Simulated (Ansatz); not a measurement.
**SiCl2: geometry, orbitals and charge**

What does SiCl2 look like as a singlet, and where do its frontier electrons sit?

The runs use Ansatz 0.2.0, Gaussian basis; RKS PBE0-D4/def2-TZVP.

Levels to be run: relaxation at r2SCAN-D4/def2-TZVP; a single point at PBE0-D4/def2-TZVP.

### Step 1. Where the work starts

3 atoms, charge 0, spin multiplicity 1.

Atoms are counted from 1 here; the program's logs count them from 0.

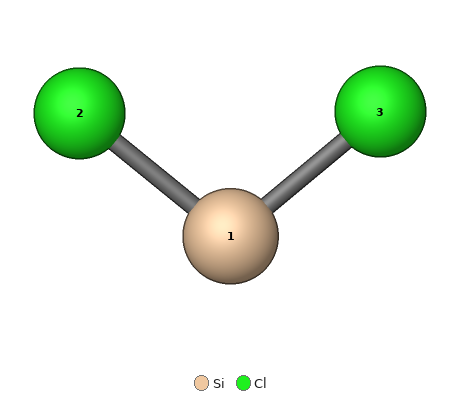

Start geometry, drawn with silicon light orange, chlorine green; atoms are numbered from 1 in the order of the file.

Geometry (Å):

```xyz
3

Si    0.0051   -0.0069   -0.8693
Cl    1.5816   -0.0189    0.4441
Cl   -1.5868    0.0259    0.4253
```

The start is a GFN2-xTB geometry.

### Step 2. Optimising with r2SCAN-D4/def2-TZVP

Contents of in.yaml:

```yaml
crystal:
  periodic: [false, false, false]
  atoms:
    - {symbol: Si, position_ang: [0.005140, -0.006950, -0.869340]}
    - {symbol: Cl, position_ang: [1.581630, -0.018940, 0.444080]}
    - {symbol: Cl, position_ang: [-1.586770, 0.025890, 0.425270]}
basis:
  gaussian: {orbitals: def2-TZVP}
hamiltonian: {xc: r2scan, dispersion: d4}
scf: {lower_state_search: "off"}
output: {orbitals: {seedname: orbitals}}
relax: {f_tol: 0.02, max_steps: 100}
```

Started as:

```bash
$ ansatz run in.yaml --threads 4 --pin off --events-out ev --progress --plain --max-ram 3916MiB
```

What it wrote, shortened:

```text
Functional definition: r2SCAN
  name "r2SCAN"
  cite "Furness, Kaplan, Ning, Perdew & Sun, J. Phys. Chem. Lett. 11, 8208 (2020) doi:10.1021/acs.jpclett.0c02405"
  cite "Furness, Kaplan, Ning, Perdew & Sun, J. Phys. Chem. Lett. 11, 9248 (2020) doi:10.1021/acs.jpclett.0c03077"
  parent r2scan
[...]
764 factors; their error is unknown
[...]
mean field -32923.22786292 eV, -1209.9063077970 hartree, gradient 9.7e-7 eV, S^2 0.000000; 0 other end points of the search recorded, 0 dependent functions left out
[...]
reference -32923.22787094 eV, -1209.9063080916 hartree; 24, 24 occupied and 87, 87 virtual orbitals, 764 factors
relax step   1: F+E_penalty+E_count = -32923.24742146 eV  Δ(F+E_penalty+E_count) = +0.000e0 eV  max|allowed force component| = 6.343e-1 eV/Å  Δτ_max = 0.0000 Å  (16 SCF iters, accepted)
[...]
relax step   2: F+E_penalty+E_count = -32923.26348793 eV  Δ(F+E_penalty+E_count) = -1.607e-2 eV  max|allowed force component| = 1.004e-1 eV/Å  Δτ_max = 0.0399 Å  (21 SCF iters, accepted)
[...]
relax step   3: F+E_penalty+E_count = -32923.26459941 eV  Δ(F+E_penalty+E_count) = -1.111e-3 eV  max|allowed force component| = 6.797e-3 eV/Å  Δτ_max = 0.0126 Å  (21 SCF iters, accepted)
Total energy: -32923.26460749 eV, -1209.9076581349 hartree
Atom 0 at     0.005134    -0.007027    -0.879118 Å, force    -0.000050     0.000054     0.006797 eV/Å
Atom 1 at     1.610146    -0.019305     0.449164 Å, force    -0.002035     0.000002    -0.003407 eV/Å
Atom 2 at    -1.615280     0.026332     0.429963 Å, force     0.002085    -0.000056    -0.003391 eV/Å
Dipole moment:     0.000936    -0.001280    -0.160112 e Å
Checks for a lower state left out: stability, starts, cluster_reference, orbital_swaps, neighbouring_geometries, increment
```

Wall time 2.6 s (4 threads of Arm Neoverse V1, shared host).

Along the way:

```
step  energy from step 1 (eV)  largest force component (eV/Å)
   1                   0.0000                          0.6343
   2                  -0.0161                          0.1004
   3                  -0.0172                          0.0068
```

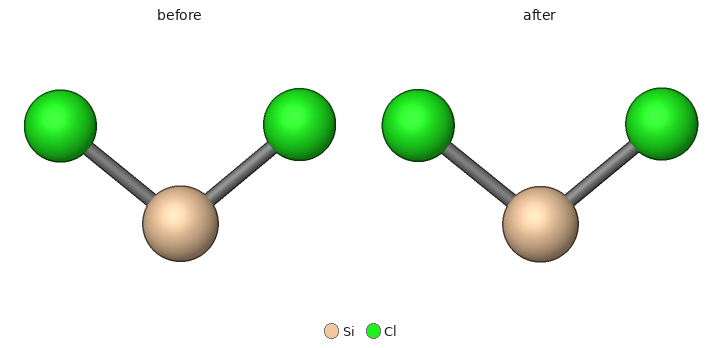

Before and after, at one scale.

Close pairs (by a distance rule), those that changed most:

```
   bond  before (Å)  after (Å)  change (Å)
Si1–Cl2       2.052      2.083      +0.031
Si1–Cl3       2.052      2.083      +0.031
```

Bonds by kind at the end (by distance):

```
 bond  count  shortest (Å)  longest (Å)
Cl–Si      2         2.083        2.083
```

### Step 3. Single point, PBE0-D4/def2-TZVP

start.molden holds the orbitals of an earlier run on this state, given as this run's starting guess.

Contents of in.yaml:

```yaml
crystal:
  periodic: [false, false, false]
  atoms:
    - {symbol: Si, position_ang: [0.005134, -0.007027, -0.879118]}
    - {symbol: Cl, position_ang: [1.610146, -0.019305, 0.449164]}
    - {symbol: Cl, position_ang: [-1.615280, 0.026332, 0.429963]}
basis:
  gaussian: {orbitals: def2-TZVP, initial_orbitals: start.molden}
hamiltonian: {xc: pbe0, dispersion: d4}
output: {orbitals: {seedname: orbitals}}
```

Same command.

What it wrote:

```text
Functional definition: PBE0
  name "PBE0"
  cite "Adamo & Barone, J. Chem. Phys. 110, 6158 (1999) doi:10.1063/1.478522"
  cite "Perdew, Burke & Ernzerhof, Phys. Rev. Lett. 77, 3865 (1996) doi:10.1103/PhysRevLett.77.3865"
  parent pbe
  parameter a = 0.25
  parameter kappa = 0.804
  parameter beta = 0.06672455060314922
  exchange = (1 - a)*pbe_x(kappa = kappa, mu = beta*pi^2/3) + a*exact_x
  correlation = pbe_c(beta = beta)
804 factors; their error is unknown
mean field evaluation 1: about -32913.9967 eV, gradient 9.4e0 eV
mean field evaluation 2: about -32914.0228 eV, gradient 6.7e-2 eV
mean field evaluation 4: about -32914.1323 eV, gradient 1.5e-4 eV
mean field evaluation 8: about -32913.4270 eV, gradient 1.5e1 eV
mean field evaluation 16: about -32914.1323 eV, gradient 3.7e-4 eV
mean field -32914.13226362 eV, -1209.5720506880 hartree, gradient 8.5e-6 eV, S^2 0.000000; 1 other end points of the search recorded, 0 dependent functions left out
reference -32914.13228672 eV, -1209.5720515368 hartree; 24, 24 occupied and 87, 87 virtual orbitals, 804 factors
Total energy: -32914.21421644 eV, -1209.5750623986 hartree
```

Run time: 0.95 s. Hardware: 4 threads of Arm Neoverse V1, shared host.

HOMO -7.76 eV, LUMO -2.88 eV.

Mulliken charges, from this run's orbitals:

```
atom  value (e)
 Si1       0.42
 Cl2      -0.21
 Cl3      -0.21
```

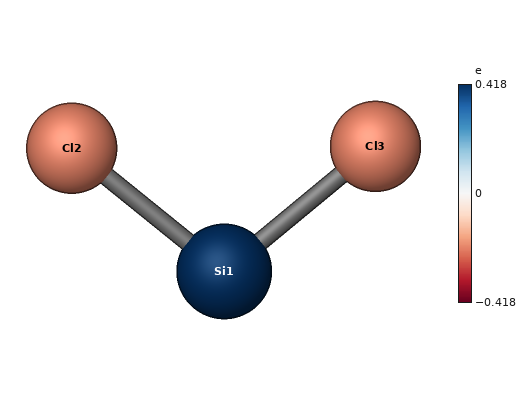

Mulliken charges, from this run's orbitals, as colours on the atoms.

Largest Mayer bond orders: Si1–Cl2 1.21; Si1–Cl3 1.21.

The fields below are evaluated on a grid from the run's orbitals.

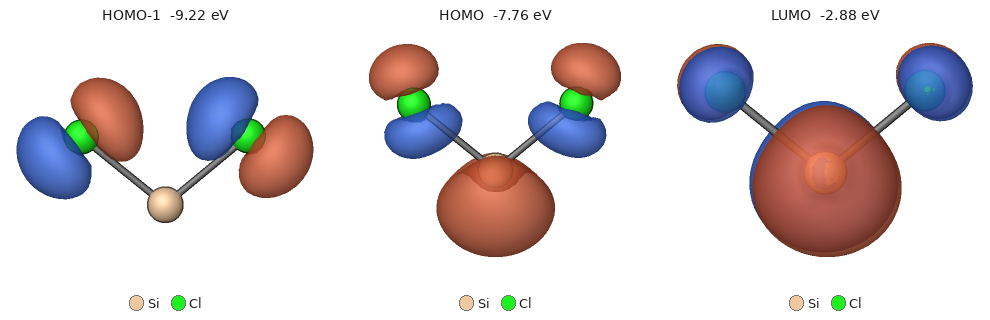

PBE0-D4/def2-TZVP orbitals near the gap, drawn at the value that encloses 70 % of each; the two colours are the two signs.

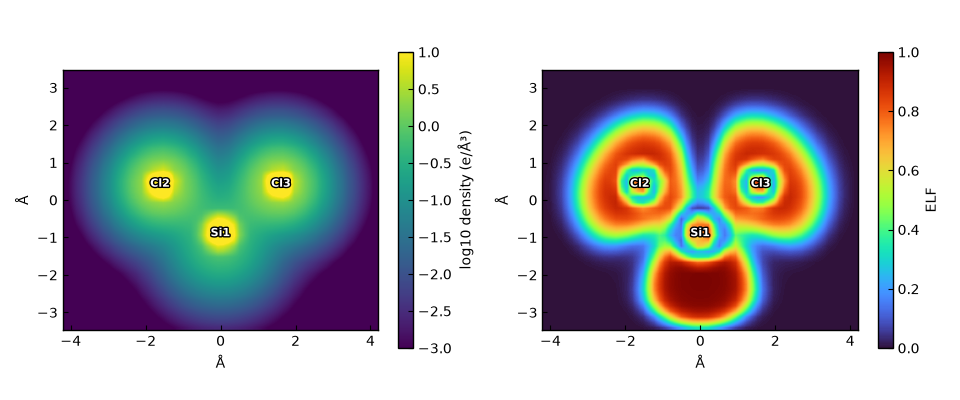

Density (left) and ELF (right) in a plane through or near 3 of the atoms.

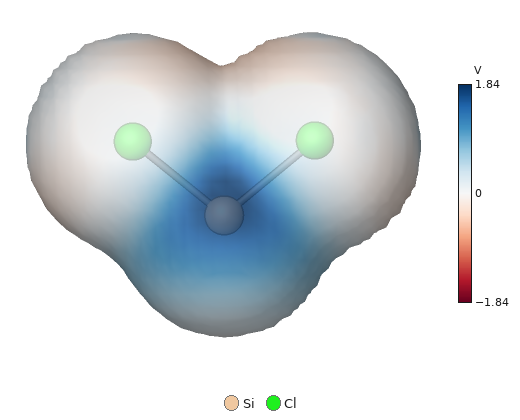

Electrostatic potential on the surface of density 0.002 e/bohr³; red is low, blue high. It runs from -0.35 V near Cl2 to 1.84 V near Si1.

### Step 4. Outcome

| quantity | value |
| --- | --- |
| point group | C2v |
| commonest bond | Cl–Si, 2 of mean length 2.083 Å |
| HOMO, LUMO at PBE0-D4/def2-TZVP | -7.76, -2.88 eV |
| dipole at r2SCAN-D4/def2-TZVP | 0.77 D |

**Reading.** The molecule keeps its bonding pattern by the stored test; the atoms moved 0.02 Å (rms). No usable vibrations, so a minimum isn't proven. The HOMO lies nearest to Si1 61 %; Cl2, Cl3 about 20 % each and the LUMO to Si1 78 %; Cl2, Cl3 about 11 % each.
